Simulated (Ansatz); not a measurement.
**C$_{2}$H$_{5}$GaO (SMILES [GaH2][CH]1CO1): density, localisation and related maps**

| atom | x (Å) | y (Å) | z (Å) |
| --- | --- | --- | --- |
| Ga | -0.7515 | 1.1596 | -0.9010 |
| C | 0.4946 | -0.2543 | -0.3312 |
| C | 0.4069 | -0.8005 | 1.0371 |
| O | -0.1021 | -1.5355 | -0.0417 |
| H | -0.2788 | 2.3188 | -1.8479 |
| H | -2.2166 | 1.0832 | -0.3473 |
| H | 1.4751 | -0.3520 | -0.7976 |
| H | -0.3347 | -0.4146 | 1.7346 |
| H | 1.3072 | -1.2047 | 1.4950 |

Geometry: PBE0-D4/def2-TZVP.

Method: Ansatz, RKS PBE0-D4/def2-TZVPP.

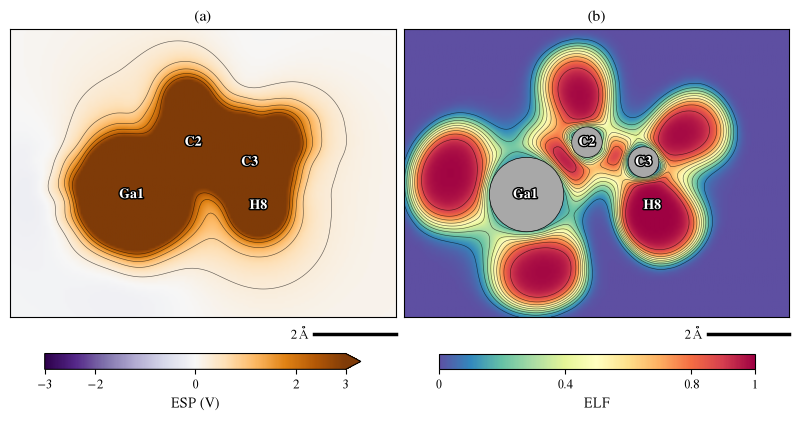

Figure 1. (a) molecular electrostatic potential; (b) ELF on the plane of atoms C2, C3 and H8. Grey discs cover the atomic cores in the ELF map.

Describe what can be read from this map.

Answer. The section cuts through Ga, C and H sites. C–C (1.48 Å): the ELF peaks at about 0.85 between the atoms, as expected for a shared electron pair. C–Ga (1.97 Å): the ELF peaks at about 0.95 in the valence shell of C, 0.7 Å from its nucleus, and is about 0.60 at the midpoint. C–H (1.09 Å): the ELF climbs to about 1 towards the hydrogen, as it does in any bond to H: an ordinary covalent bond to hydrogen. The potential has no marked negative region in this plane.

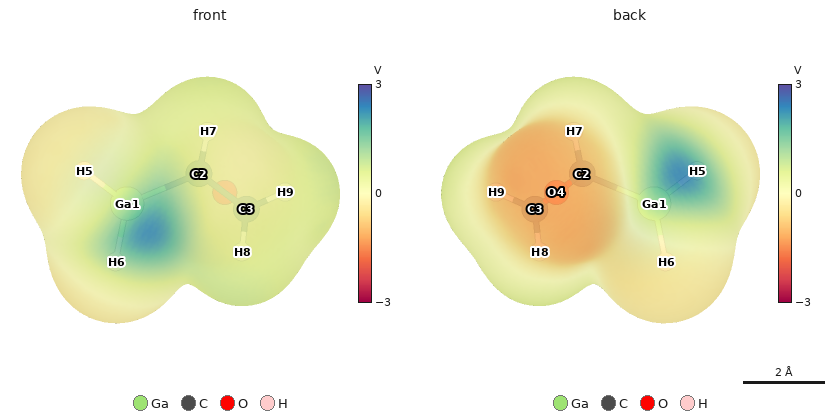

Figure 2. The electrostatic potential painted on the density surface at 0.001 e/bohr³, seen from the front and from behind; red is negative and blue positive.

Where is the surface potential most negative and most positive?

Answer. The most negative region (about −1.2 V) lies over O4, the most positive (about +2.3 V) over Ga1. O4 is the likeliest acceptor of a hydrogen bond.

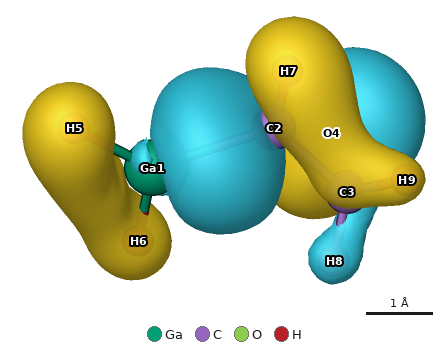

Figure 3. The HOMO at ±0.08 Å⁻³ᐟ² (yellow and cyan are the two phases), seen at a tilt.

What is the character of this orbital?

Answer. It lies mainly on O4 (about 45 %), C2 (about 20 %) and Ga1 (about 15 %). Its energy is −7.36 eV.
